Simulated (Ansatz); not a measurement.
## Hf11Si13: density-of-states calculation (part 1 of 2)

System: Hf11Si13 (disordered cell, 24 atoms in the cell).
Method: DFT PBE, scalar-relativistic, plane waves, PAW, no spin polarisation (Ansatz 0.2.0).

It belongs to a series of runs on one base structure; here: the quenched liquid, relaxed in part. Figures and captions count atoms from 1; the log counts them from 0 in places.

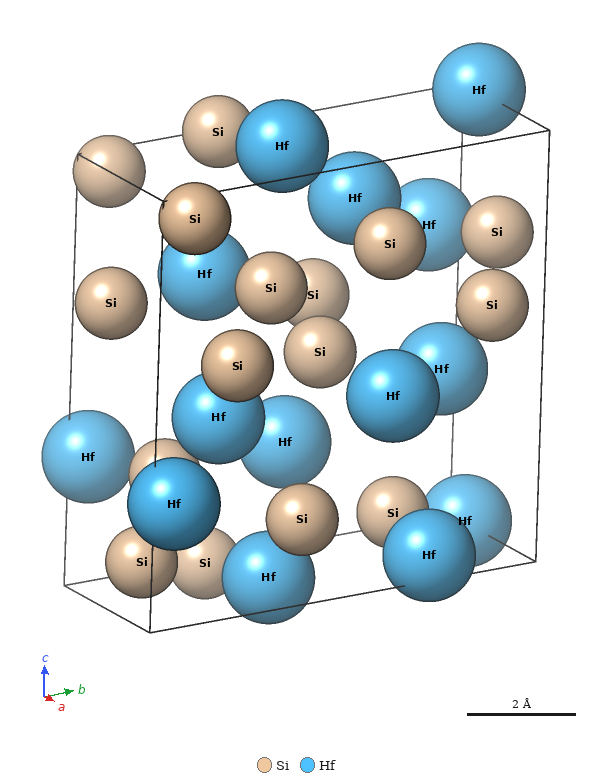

**Figure 1.** The structure as given in the input (spheres-only view of the cell of the calculation, seen slightly off an axis).

### The input
```yaml
crystal:
  lattice:
    - [7.119972, -0.423293, 0.557018]
    - [-0.438929, 7.671746, 0.483046]
    - [0.537905, 0.473478, 8.306211]
  atoms:
    - { symbol: Si, position: [0.4739307019, 0.9913665681, 0.7080795453] }
    - { symbol: Si, position: [0.9223496707, 0.4053664385, 0.1875314716] }
    - { symbol: Si, position: [0.7661072632, 0.9183876395, 0.5823860213] }
    - { symbol: Si, position: [0.1733045153, 0.5850020184, 0.5969168511] }
    - { symbol: Si, position: [0.6805239842, 0.0453655815, 0.1219124883] }
    - { symbol: Si, position: [0.8147614289, 0.6352632914, 0.7773512612] }
    - { symbol: Si, position: [0.6942336573, 0.3569911574, 0.7072896437] }
    - { symbol: Si, position: [0.3590270077, 0.1715350066, 0.2678879687] }
    - { symbol: Si, position: [0.2212408683, 0.3138939364, 0.0250865877] }
    - { symbol: Si, position: [0.5567911674, 0.7241331809, 0.1109825331] }
    - { symbol: Si, position: [0.9632256875, 0.2145337021, 0.5798343947] }
    - { symbol: Si, position: [0.9998283611, 0.0828825618, 0.9466567365] }
    - { symbol: Si, position: [0.5102833761, 0.5317592859, 0.5099805434] }
    - { symbol: Hf, position: [0.4559235875, 0.861328106, 0.4105466956] }
    - { symbol: Hf, position: [0.2945449415, 0.2726920271, 0.7095984584] }
    - { symbol: Hf, position: [0.9406055575, 0.7350621479, 0.0519774191] }
    - { symbol: Hf, position: [0.9891665533, 0.0545819412, 0.2886264866] }
    - { symbol: Hf, position: [0.2665863588, 0.5017593328, 0.2795571636] }
    - { symbol: Hf, position: [0.0980699388, 0.8972320675, 0.6993882004] }
    - { symbol: Hf, position: [0.8836923305, 0.640337758, 0.4310529393] }
    - { symbol: Hf, position: [0.3290097693, 0.9651224018, 0.0268886958] }
    - { symbol: Hf, position: [0.6485428291, 0.2406767597, 0.4211133635] }
    - { symbol: Hf, position: [0.383697485, 0.6372542449, 0.8352309639] }
    - { symbol: Hf, position: [0.6154804471, 0.3918018577, 0.0217083787] }
basis:
  ecutwfc: 420
kpoints:
  mp_grid: { grid: [3, 3, 4] }
hamiltonian:
  xc: pbe
scf:
  occupations: { method: gaussian, width: 0.1 }
  n_extra_bands: 12
output:
  forces: true
  stress: true
  eigenvalues: true
  populations: true
  dos:
    method: { smearing: { sigma: 0.1, scheme: gaussian } }
    projected: true
    de: 0.02
```

Launched with:
```bash
ansatz run input.yaml --threads 2 --pin off --max-ram 5120MiB --backend cpu --events-out ev --progress --plain --runs-dir out
```

### Log
```
scf.n_extra_bands = 12 over 169 filled bands (N_el = 338.0): the run solves 181 bands
Engine: ansatz 0.2.0, aarch64-unknown-linux-gnu
Pseudopotentials: kind: paw
Pseudopotential: Si, paw, valence charge 4, recommended cutoff 420 eV (normal), Si.paw.azcp
Pseudopotential: Hf, paw, valence charge 26, recommended cutoff 420 eV (normal), Hf.paw.azcp
Functional definition: PBE
  parameter kappa = 0.804
  parameter beta = 0.06672455060314922
  exchange = pbe_x(kappa = kappa, mu = beta*pi^2/3)
  correlation = pbe_c(beta = beta)
Crystal: 24 atoms, lattice volume = 448.011 Å³
Basis set: ecut = 420 eV, 8739 PW (Γ), exchange–correlation on 96×108×120 points (8 copies of the dense FFT grid, shifted against one another)
Bands: 181, of which v1, the nominal top of the filled ones, is band 169 counted from 1 (168 counted from 0)
Symmetry: 1 space group operations
Space group: P1 (ITA 1), of the structure as read, at distance tolerance 7.7e-5 Å
k-points: 19 of 36 (time reversal used)
Non-local potential: Si, projectors of the file, l = 0: 2, l = 1: 2, l = 2: 2
Non-local potential: Hf, projectors of the file, l = 0: 3, l = 1: 2, l = 2: 2, l = 3: 3
PAW form: soft (Blöchl's): semilocal exchange-correlation on the pseudo side does not see the compensation charge
PAW one-centre angular grid: Si, 110 points (default); XC on 64 Gauss nodes
PAW one-centre angular grid: Hf, 590 points (default); XC on 64 Gauss nodes
Initial density: superposition of atomic densities (neutral atoms: chi_scale 0, normalization atom), corrected by the library's trained network
Initial wavefunctions: pseudopotential atomic-orbital guess
Functional: x = pbe(κ = 0.804, μ = 0.2195149727645171), c = pbe(β = 0.06672455060314922)
SCF iter   1: F=—  HF=-181208.590355 eV  |F-HF|=—  |Δ(HF+E_count)|=         —  Δρ=4.60e-3  dr2=2.42e-1  ethr=1.77e-3  ⟨swp⟩=5.2  Hψ=12325  notcnv=0
preconditioner: auto → Kerker (q_TF=auto, 2.603 Å⁻¹)  [metal: Δε(μ)=0.015 eV  Ē_g=14.247 eV  σ=0.100 eV  W_gap=0.08  n_scr=134 (ndim 8)  ℏωp=31.2 eV  f_vac=0.003  D(μ)=12.12/eV (n_scr^D=80)]
SCF iter   2: F=—  HF=-181208.573575 eV  |F-HF|=—  |Δ(HF+E_count)|=   1.68e-2  Δρ=2.78e-3  dr2=7.96e-2  ethr=7.16e-5  ⟨swp⟩=1.1  Hψ=4295  notcnv=0
SCF iter   3: F=—  HF=-181208.565785 eV  |F-HF|=—  |Δ(HF+E_count)|=   7.79e-3  Δρ=6.67e-4  dr2=4.56e-3  ethr=2.35e-5  ⟨swp⟩=2.0  Hψ=5498  notcnv=0
SCF iter   4: F=—  HF=-181208.563381 eV  |F-HF|=—  |Δ(HF+E_count)|=   2.40e-3  Δρ=4.04e-4  dr2=1.31e-3  ethr=1.35e-6  ⟨swp⟩=2.0  Hψ=6586  notcnv=0
SCF iter   5: F=—  HF=-181208.563081 eV  |F-HF|=—  |Δ(HF+E_count)|=   3.00e-4  Δρ=1.28e-4  dr2=1.33e-4  ethr=3.87e-7  ⟨swp⟩=2.0  Hψ=5672  notcnv=0
SCF iter   6: F=—  HF=-181208.563064 eV  |F-HF|=—  |Δ(HF+E_count)|=   1.70e-5  Δρ=5.20e-5  dr2=2.25e-5  ethr=3.94e-8  ⟨swp⟩=2.0  Hψ=6561  notcnv=0
SCF iter   7: F=—  HF=-181208.563367 eV  |F-HF|=—  |Δ(HF+E_count)|=   3.03e-4  Δρ=3.05e-5  dr2=6.62e-6  ethr=6.66e-9  ⟨swp⟩=2.0  Hψ=6615  notcnv=0
SCF iter   8: F=—  HF=-181208.563362 eV  |F-HF|=—  |Δ(HF+E_count)|=   5.61e-6  Δρ=1.16e-5  dr2=1.47e-6  ethr=1.96e-9  ⟨swp⟩=2.0  Hψ=6583  notcnv=0
SCF iter   9: F=—  HF=-181208.563362 eV  |F-HF|=—  |Δ(HF+E_count)|=   9.09e-8  Δρ=5.62e-6  dr2=4.01e-7  ethr=4.36e-10  ⟨swp⟩=2.0  Hψ=6561  notcnv=0
SCF iter  10: F=—  HF=-181208.563362 eV  |F-HF|=—  |Δ(HF+E_count)|=   6.03e-8  Δρ=2.70e-6  dr2=7.84e-8  ethr=2.96e-11  ⟨swp⟩=8.0  Hψ=15887  notcnv=0
SCF iter  11: F=-181208.563362 eV  HF=-181208.563362 eV  |F-HF|=1.66e-8  |Δ(HF+E_count)|=   3.16e-8  Δρ=1.47e-6  dr2=2.19e-8  ethr=2.32e-11  ⟨swp⟩=4.6  Hψ=11821  notcnv=0
SCF 1 converged in 11 iterations: F = -181208.563362 eV  dr2 = 2.19e-8
  greatest PAW one-centre occupation: 0.998 electrons in one spin orbital (limit 2), on the Hf atom at site 15 (counted from 0), in its partial waves of l = 0
```

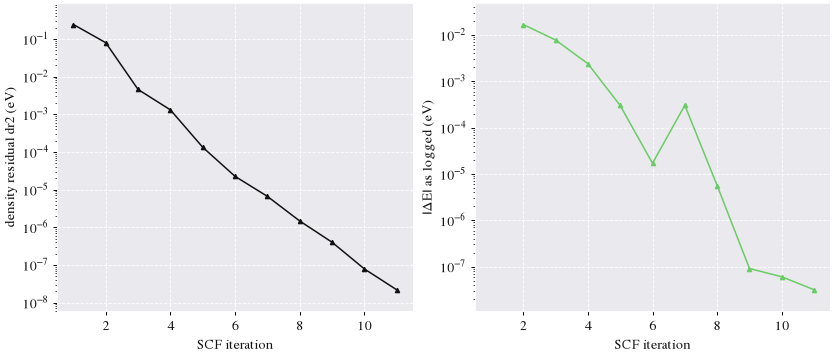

**Figure 2.** Convergence of the self-consistent field: density residual dr2 and size of the energy change against the SCF iteration. The residual falls at every step.

```
SCF converged after 11 iterations
Free energy (F): -181208.563362 eV
Harris-Foulkes:  -181208.563362 eV  (|F-HF|=1.66e-8)
Internal energy: -181208.501688 eV  (E = F + TS)
E sigma→0 (E₀):  -181208.532525 eV
Entropy (-TS):   -0.061674 eV (-2.570 meV/atom)
Fermi energy:    14.929260 eV
--- Per-component energies (eV) ---
  E_band       = -517.797129
  E_kinetic    = 5197.937287
  E_local      = -72242.609929  (includes V_loc(G=0)·N_el)
  E_nonlocal   = -13355.175850
  E_hartree    = 33899.719954
  E_xc         = -4026.459108
  E_vxc        = -3548.327790  (∫ρ·V_xc dr)
  E_paw        = -82863.561344  (= ΣΔE_a)
  E_vpaw       = 15630.938808  (= ΣTr[D̂ρ^β])
  E_aug_tail   = 0.000068  (compensation charges beyond the density's cutoff)
  E_ewald      = -47818.352765
  E_smearing   = -0.061674  (= −TS)
  E_closure    = -0.000000  (closes the sum)
  Σ components = -181208.563362   (vs F -181208.563362, Δ=0.00e0)
--- Forces (eV/Å), atoms counted from 1 ---
  atom   1  Si     0.02063675     0.00084998    -0.01219923
  atom   2  Si     0.14887948     0.00433628    -0.02885948
  atom   3  Si    -0.04766504    -0.01287249     0.08421204
  atom   4  Si    -0.00268333     0.00652196    -0.00392520
  atom   5  Si     0.08887746    -0.00089291    -0.11236354
  atom   6  Si     0.03310886     0.08618158    -0.01271848
  atom   7  Si    -0.07672469     0.00628252    -0.03229184
  atom   8  Si    -0.07112311     0.01800214     0.09441191
  atom   9  Si    -0.09063673    -0.01211859    -0.10451237
  atom  10  Si    -0.06936142     0.12457727    -0.13675454
  atom  11  Si     0.13127161    -0.12725726    -0.01115955
  atom  12  Si    -0.01232727     0.02763204     0.02292913
  atom  13  Si    -0.02922163    -0.01620147     0.01154089
  atom  14  Hf     0.04733198     0.02127926     0.01317807
  atom  15  Hf    -0.08395459    -0.01085032     0.06191914
  atom  16  Hf     0.01062179     0.02511170     0.20259524
  atom  17  Hf    -0.03264236    -0.02655506    -0.01015190
  atom  18  Hf    -0.06837240    -0.12691075     0.07720148
  atom  19  Hf    -0.07305679     0.09982298    -0.16204937
  atom  20  Hf     0.07058410    -0.02143703     0.03905231
  atom  21  Hf     0.12744165    -0.11055215    -0.09224490
  atom  22  Hf    -0.08026644     0.05784375     0.15610594
  atom  23  Hf     0.08418972     0.11263629    -0.06041869
  atom  24  Hf    -0.02487378    -0.12538238     0.01649274
  max |Σ_I F_I| component: 4.73e-5 eV/Å
--- Stress (GPa, compression-positive) ---
       -0.103896       0.079633       0.045862
        0.079633       0.116075       0.166432
        0.045862       0.166432       0.127014
  P = ⅓ Tr σ = 0.0464 GPa (0.464 kbar)
--- Band table (eV; the first three rows and the last of 19) ---
  k-point 0: bands = ["-47.1087", "-47.0424", "-47.0325", "-47.0147", "-46.9245", "-46.7917", "-46.7797", "-46.6824", "-46.6699", "-46.6528", "-46.6074", "-15.8943", "-15.8596", "-15.8291", "-15.8161", "-15.8036", "-15.7933", "-15.7653", "-15.7546", "-15.7473", "-15.7143", "-15.6951", "-15.6894", "-15.6648", "-15.6251", "-15.5886", "-15.5705", "-15.5474", "-15.5239", "-15.5055", "-15.4996", "-15.4733", "-15.4702", "-15.4396", "-15.4188", "-15.4129", "-15.3514", "-15.3347", "-15.3305", "-15.3095",
      "-15.2775", "-15.2648", "-15.2159", "-15.1685", "2.8666", "2.8688", "2.8906", "2.8982", "2.9114", "2.9389", "2.9426", "2.9448", "2.9455", "2.9493", "2.9511", "2.9570", "2.9641", "2.9731", "2.9760", "2.9812", "2.9817", "2.9827", "2.9895", "2.9942", "2.9961", "3.0020", "3.0066", "3.0080", "3.0161", "3.0189", "3.0432", "3.0469", "3.0713", "3.0750", "3.0816", "3.0863", "3.0928", "3.1098", "3.1117", "3.1974",
      "3.1986", "3.2057", "3.2100", "3.2149", "3.2194", "3.2217", "3.2261", "3.2315", "3.2349", "3.2372", "3.2471", "3.2808", "3.2843", "3.3070", "3.3158", "3.3167", "3.3204", "3.3243", "3.3255", "3.3289", "3.3325", "3.3379", "3.3404", "3.3451", "3.3458", "3.3491", "3.3518", "3.3546", "3.3624", "3.3642", "3.3669", "3.3700", "3.3761", "3.3790", "3.3969", "3.3977", "3.4031", "3.4042", "3.4096", "3.4131",
      "3.4181", "3.5574", "4.7083", "5.5568", "5.9224", "6.1572", "6.4558", "6.5153", "6.9518", "7.0682", "7.4884", "7.7862", "8.8375", "9.5811", "9.9676", "10.1491", "10.4338", "10.4934", "10.5743", "10.7622", "10.8800", "11.0077", "11.1298", "11.2419", "11.5857", "11.7262", "11.9157", "12.0092", "12.1744", "12.3421", "12.5519", "12.6726", "12.8644", "13.0084", "13.0586", "13.0984", "13.5022", "13.5316", "13.6376", "13.8136",
      "13.9042", "13.9560", "14.1348", "14.1485", "14.3133", "14.4579", "14.4884", "14.5294", "14.7574", "14.8441", "15.2073", "15.3229", "15.4890", "15.5402", "15.8182", "16.0302", "16.1336", "16.2087", "16.3901", "16.5867", "16.7698"]
```
